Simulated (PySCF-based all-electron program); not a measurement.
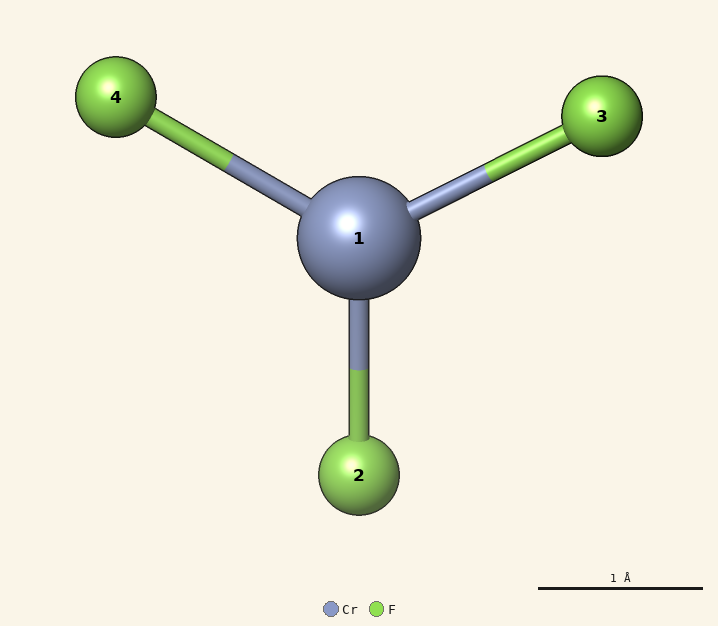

The picture comes from a calculation with PySCF-based all-electron program.

The species is neutral and a spin quartet. Geometry: a fixed input geometry, not necessarily a minimum. Other spin states may lie lower.

Which atoms are bonded, and how long are the bonds?

```csv
bond,length (Å)
Cr1–F2,1.559
Cr1–F3,1.732
Cr1–F4,1.732
```
